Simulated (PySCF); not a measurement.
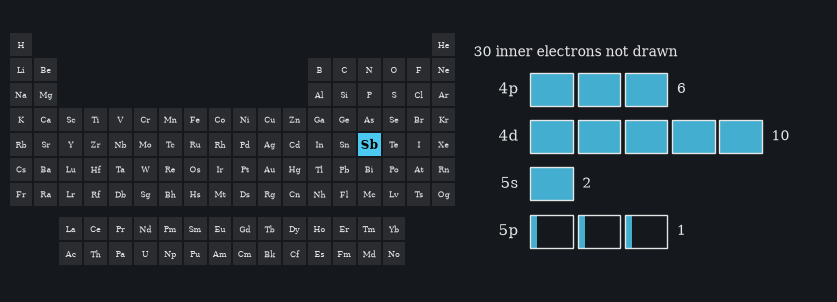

Fig. 1: Left, the place of antimony in the periodic table; right, the outer shells of the nominal configuration: a box for each of the 2l + 1 orbitals, shaded by the share of the shell that is filled, with the electron count at the right.

**Atomic calculation for Sb²⁺**

Sb²⁺, configuration 1s2 2s2 2p6 3s2 3p6 3d10 4s2 4p6 4d10 5s2 5p1, multiplicity 2. Level asked for: unrestricted M06-2X, def2-TZVP with ECP28, scalar-relativistic core potential (PySCF).

**Input file**
```python
from pyscf import gto, scf, dft, mp, cc
import basis_set_exchange as bse
txt = bse.get_basis("def2-TZVP", elements=["Sb"], fmt="nwchem", header=False)
cut = txt.index("\nECP")
mol = gto.M(atom="Sb 0 0 0", charge=2, spin=1, symmetry="D2h",
            basis=gto.basis.parse(txt[:cut]),
            ecp={"Sb": gto.basis.parse_ecp(txt[cut:])})
mf = dft.UKS(mol, xc="M062X")
mf.irrep_nelec = {'Ag': (4, 4), 'B1g': (1, 1), 'B2g': (1, 1), 'B3g': (1, 1), 'B1u': (1, 1), 'B2u': (2, 1), 'B3u': (1, 1)}
mf.kernel()
```

The script is an equivalent of what the driver set up; the driver computed the properties (radii, ⟨L²⟩, response) afterwards. It also set what the script leaves out: max_cycle = 50, level_shift = 10.0, guess = atom. It held the occupations shell by shell, which the script's counts by irreducible representation don't always enforce.

Launched within a batch (the task file carries these settings):
```bash
OMP_NUM_THREADS=1 python <driver script> TASK.json OUT
```

**The program's output (extracts)**
```
damping factor = 0
level_shift factor = 10.0
DIIS = <class 'pyscf.scf.diis.CDIIS'>
diis_start_cycle = 1
diis_space = 10
diis_damp = 0
SCF conv_tol = 1e-09
SCF conv_tol_grad = None
number electrons alpha = 11  beta = 10
irrep_nelec {'Ag': (4, 4), 'B1g': (1, 1), 'B2g': (1, 1), 'B3g': (1, 1), 'Au': (0, 0), 'B1u': (1, 1), 'B2u': (2, 1), 'B3u': (1, 1)}
XC functionals = M062X
    Y. Zhao and D. G. Truhlar.,  Theor. Chem. Acc. 120, 215 (2008)
    Y. Zhao and D. G. Truhlar.,  Theor. Chem. Acc. 120, 215 (2008)
alpha HOMO (B2u) = 4.80564311220299  LUMO (B1u) = 4.80564311220298

WARN: HOMO 4.80564311220299 >= LUMO 4.80564311220298

cycle= 1 E= -239.155616346669  delta_E= 0.815  |g|= 0.23  |ddm|= 0.753
alpha HOMO (B2u) = -0.826122985559614  LUMO (B3u) = 9.28282137873206
  HOMO = -0.82612298556  LUMO = 9.28282137873  gap/eV = 275.07839
cycle= 2 E= -239.16454878223  delta_E= -0.00893  |g|= 0.203  |ddm|= 0.0935
alpha HOMO (B2u) = -0.819044063745353  LUMO (B1u) = 9.30324811684241
  HOMO = -0.819044063745  LUMO = 9.30324811684  gap/eV = 275.44160
cycle= 3 E= -239.171431085167  delta_E= -0.00688  |g|= 0.188  |ddm|= 0.071
alpha HOMO (B2u) = -0.817897352448209  LUMO (B3u) = 9.31448344080049
  HOMO = -0.817897352448  LUMO = 9.3144834408  gap/eV = 275.71613
cycle= 4 E= -239.177464045619  delta_E= -0.00603  |g|= 0.174  |ddm|= 0.0655
alpha HOMO (B2u) = -0.817189572792027  LUMO (B1u) = 9.32411806531742
  HOMO = -0.817189572792  LUMO = 9.32411806532  gap/eV = 275.95904
cycle= 5 E= -239.182869812077  delta_E= -0.00541  |g|= 0.161  |ddm|= 0.0621
alpha HOMO (B2u) = -0.818569579658112  LUMO (B3u) = 9.32782785292473
  HOMO = -0.818569579658  LUMO = 9.32782785292  gap/eV = 276.09754
cycle= 6 E= -239.187648811798  delta_E= -0.00478  |g|= 0.15  |ddm|= 0.0584
alpha HOMO (B2u) = -0.818753651757961  LUMO (B1u) = 9.33181028472189
  HOMO = -0.818753651758  LUMO = 9.33181028472  gap/eV = 276.21091
cycle= 7 E= -239.191787164608  delta_E= -0.00414  |g|= 0.14  |ddm|= 0.0541
alpha HOMO (B2u) = -0.818547260426107  LUMO (B3u) = 9.33447454262041
  HOMO = -0.818547260426  LUMO = 9.33447454262  gap/eV = 276.27780
cycle= 8 E= -239.195444805635  delta_E= -0.00366  |g|= 0.131  |ddm|= 0.0512
alpha HOMO (B2u) = -0.820067632583997  LUMO (B1u) = 9.33612709439131
  HOMO = -0.820067632584  LUMO = 9.33612709439  gap/eV = 276.36414
cycle= 9 E= -239.198639545777  delta_E= -0.00319  |g|= 0.123  |ddm|= 0.0477
alpha HOMO (B2u) = -0.820413034785503  LUMO (B3u) = 9.33692522143548
  HOMO = -0.820413034786  LUMO = 9.33692522144  gap/eV = 276.39525
cycle= 10 E= -239.201449637644  delta_E= -0.00281  |g|= 0.115  |ddm|= 0.0446
alpha HOMO (B2u) = -0.822039830500086  LUMO (B3u) = 9.33759123685943
  HOMO = -0.8220398305  LUMO = 9.33759123686  gap/eV = 276.45764
cycle= 11 E= -239.203899027174  delta_E= -0.00245  |g|= 0.107  |ddm|= 0.0413
alpha HOMO (B2u) = -0.823248351711722  LUMO (B3u) = 9.33768206252876
  HOMO = -0.823248351712  LUMO = 9.33768206253  gap/eV = 276.49300
cycle= 12 E= -239.206040473001  delta_E= -0.00214  |g|= 0.101  |ddm|= 0.0383
alpha HOMO (B2u) = -0.823886226321013  LUMO (B1u) = 9.33779552204368
  HOMO = -0.823886226321  LUMO = 9.33779552204  gap/eV = 276.51344
cycle= 13 E= -239.207928279653  delta_E= -0.00189  |g|= 0.0942  |ddm|= 0.0355
alpha HOMO (B2u) = -0.82528435713216  LUMO (B1u) = 9.33789969250407
  HOMO = -0.825284357132  LUMO = 9.3378996925  gap/eV = 276.55432
cycle= 14 E= -239.209570796054  delta_E= -0.00164  |g|= 0.0882  |ddm|= 0.0329
alpha HOMO (B2u) = -0.826149873257097  LUMO (B1u) = 9.33774124670032
  HOMO = -0.826149873257  LUMO = 9.3377412467  gap/eV = 276.57356
cycle= 15 E= -239.21100647655  delta_E= -0.00144  |g|= 0.0827  |ddm|= 0.0304
alpha HOMO (B2u) = -0.82717307766892  LUMO (B3u) = 9.33773041134626
  HOMO = -0.827173077669  LUMO = 9.33773041135  gap/eV = 276.60111
cycle= 16 E= -239.212266596978  delta_E= -0.00126  |g|= 0.0774  |ddm|= 0.0281
alpha HOMO (B2u) = -0.827361900142498  LUMO (B1u) = 9.33703822988796
  HOMO = -0.827361900142  LUMO = 9.33703822989  gap/eV = 276.58742
cycle= 17 E= -239.213376163997  delta_E= -0.00111  |g|= 0.0725  |ddm|= 0.0263
alpha HOMO (B2u) = -0.828347852698773  LUMO (B1u) = 9.33706714810781
  HOMO = -0.828347852699  LUMO = 9.33706714811  gap/eV = 276.61503
cycle= 18 E= -239.214350626839  delta_E= -0.000974  |g|= 0.0679  |ddm|= 0.0244
alpha HOMO (B2u) = -0.829133620294127  LUMO (B1u) = 9.33686572120578
  HOMO = -0.829133620294  LUMO = 9.33686572121  gap/eV = 276.63093
cycle= 19 E= -239.215207529001  delta_E= -0.000857  |g|= 0.0636  |ddm|= 0.0226
alpha HOMO (B2u) = -0.829900394575093  LUMO (B1u) = 9.33686284516351
  HOMO = -0.829900394575  LUMO = 9.33686284516  gap/eV = 276.65172
cycle= 20 E= -239.215960829321  delta_E= -0.000753  |g|= 0.0596  |ddm|= 0.021
alpha HOMO (B2u) = -0.830509466008632  LUMO (B1u) = 9.33655452048528
  HOMO = -0.830509466009  LUMO = 9.33655452049  gap/eV = 276.65990
cycle= 21 E= -239.216621948721  delta_E= -0.000661  |g|= 0.0558  |ddm|= 0.0195
alpha HOMO (B2u) = -0.831141091968826  LUMO (B3u) = 9.33653516506772
  HOMO = -0.831141091969  LUMO = 9.33653516507  gap/eV = 276.67656
cycle= 22 E= -239.217203731324  delta_E= -0.000582  |g|= 0.0523  |ddm|= 0.0181
alpha HOMO (B2u) = -0.831648926727673  LUMO (B3u) = 9.33645392709671
  HOMO = -0.831648926728  LUMO = 9.3364539271  gap/eV = 276.68817
cycle= 23 E= -239.217715912747  delta_E= -0.000512  |g|= 0.049  |ddm|= 0.0168
alpha HOMO (B2u) = -0.832174584631479  LUMO (B3u) = 9.33644945223043
  HOMO = -0.832174584631  LUMO = 9.33644945223  gap/eV = 276.70235
cycle= 24 E= -239.218166644299  delta_E= -0.000451  |g|= 0.046  |ddm|= 0.0156
alpha HOMO (B2u) = -0.83258686271724  LUMO (B3u) = 9.33643204678963
  HOMO = -0.832586862717  LUMO = 9.33643204679  gap/eV = 276.71310
cycle= 25 E= -239.21856398047  delta_E= -0.000397  |g|= 0.0431  |ddm|= 0.0145
alpha HOMO (B2u) = -0.832994516154966  LUMO (B1u) = 9.33643470910706
  HOMO = -0.832994516155  LUMO = 9.33643470911  gap/eV = 276.72426
cycle= 26 E= -239.218913909792  delta_E= -0.00035  |g|= 0.0404  |ddm|= 0.0135
alpha HOMO (B2u) = -0.833349402877399  LUMO (B3u) = 9.33638845473813
  HOMO = -0.833349402877  LUMO = 9.33638845474  gap/eV = 276.73266
cycle= 27 E= -239.219222149331  delta_E= -0.000308  |g|= 0.0379  |ddm|= 0.0125
alpha HOMO (B2u) = -0.833658866043368  LUMO (B3u) = 9.33642645803208
  HOMO = -0.833658866043  LUMO = 9.33642645803  gap/eV = 276.74212
cycle= 28 E= -239.219494303149  delta_E= -0.000272  |g|= 0.0356  |ddm|= 0.0117
alpha HOMO (B2u) = -0.833978459067866  LUMO (B3u) = 9.3364229751463
  HOMO = -0.833978459068  LUMO = 9.33642297515  gap/eV = 276.75072
cycle= 29 E= -239.219734734544  delta_E= -0.00024  |g|= 0.0334  |ddm|= 0.0109
alpha HOMO (B2u) = -0.834200644292005  LUMO (B3u) = 9.33640682082334
  HOMO = -0.834200644292  LUMO = 9.33640682082  gap/eV = 276.75633
cycle= 30 E= -239.219946907021  delta_E= -0.000212  |g|= 0.0313  |ddm|= 0.0102
alpha HOMO (B2u) = -0.834454649518807  LUMO (B1u) = 9.33635198853016
  HOMO = -0.834454649519  LUMO = 9.33635198853  gap/eV = 276.76175
cycle= 31 E= -239.220133698638  delta_E= -0.000187  |g|= 0.0294  |ddm|= 0.00949
alpha HOMO (B2u) = -0.834632926115414  LUMO (B1u) = 9.33634891275233
  HOMO = -0.834632926115  LUMO = 9.33634891275  gap/eV = 276.76651
cycle= 32 E= -239.220298808784  delta_E= -0.000165  |g|= 0.0276  |ddm|= 0.00887
alpha HOMO (B2u) = -0.83482580218654  LUMO (B1u) = 9.33634711241071
  HOMO = -0.834825802187  LUMO = 9.33634711241  gap/eV = 276.77171
cycle= 33 E= -239.220445008845  delta_E= -0.000146  |g|= 0.0259  |ddm|= 0.00828
alpha HOMO (B2u) = -0.834982912540943  LUMO (B1u) = 9.33635065564104
  HOMO = -0.834982912541  LUMO = 9.33635065564  gap/eV = 276.77608
cycle= 34 E= -239.220574399879  delta_E= -0.000129  |g|= 0.0244  |ddm|= 0.00775
alpha HOMO (B2u) = -0.83512340535277  LUMO (B1u) = 9.33637030776645
  HOMO = -0.835123405353  LUMO = 9.33637030777  gap/eV = 276.78044
cycle= 35 E= -239.220688888526  delta_E= -0.000114  |g|= 0.0229  |ddm|= 0.00726
alpha HOMO (B2u) = -0.835279374713588  LUMO (B1u) = 9.33639899669739
  HOMO = -0.835279374714  LUMO = 9.3363989967  gap/eV = 276.78547
cycle= 36 E= -239.220790311744  delta_E= -0.000101  |g|= 0.0215  |ddm|= 0.0068
alpha HOMO (B2u) = -0.835396672712834  LUMO (B1u) = 9.33641639859336
  HOMO = -0.835396672713  LUMO = 9.33641639859  gap/eV = 276.78913
cycle= 37 E= -239.220880133363  delta_E= -8.98e-05  |g|= 0.0202  |ddm|= 0.00636
alpha HOMO (B2u) = -0.835542306943988  LUMO (B1u) = 9.33641303039742
  HOMO = -0.835542306944  LUMO = 9.3364130304  gap/eV = 276.79300
cycle= 38 E= -239.220959820186  delta_E= -7.97e-05  |g|= 0.019  |ddm|= 0.00596
alpha HOMO (B2u) = -0.835628396598443  LUMO (B1u) = 9.33641091074979
  HOMO = -0.835628396598  LUMO = 9.33641091075  gap/eV = 276.79529
cycle= 39 E= -239.221030368239  delta_E= -7.05e-05  |g|= 0.0178  |ddm|= 0.00559
alpha HOMO (B2u) = -0.835706951156555  LUMO (B1u) = 9.33639483751823
  HOMO = -0.835706951157  LUMO = 9.33639483752  gap/eV = 276.79699
cycle= 40 E= -239.22109283859  delta_E= -6.25e-0
```

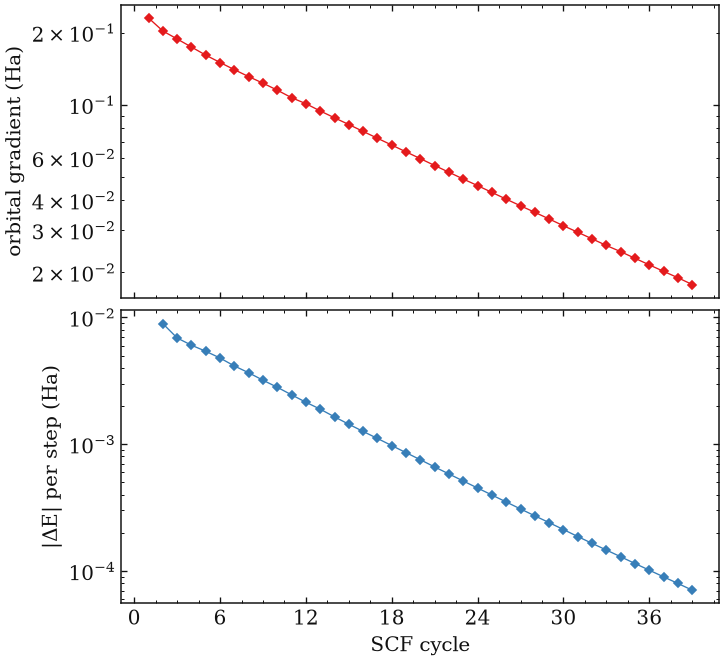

Fig. 2: Convergence: orbital gradient and change of the energy from step to step (the smallest changes aren't drawn) against the SCF cycle. The residual is still falling at the last step (down to 0.018), so the run was stopped before it reached the threshold. It goes from 0.23 to 0.018 in 39 steps.

**What the run reported**

- outcome: not converged
- total energy (valence electrons, under a core potential): −239.221434 hartree
- ⟨S²⟩: 0.754
- ⟨L²⟩: 2.01
- SCF iterations: 50
- hardware: 1 thread of Arm Neoverse N1, 45 GiB of memory available, shared host
- wall time: 9.6 s

**Diagnosis**

The run did not meet its convergence test in 50 iterations, so its last values are not results. Caveats: level shift left on, which raises the virtual orbital energies.
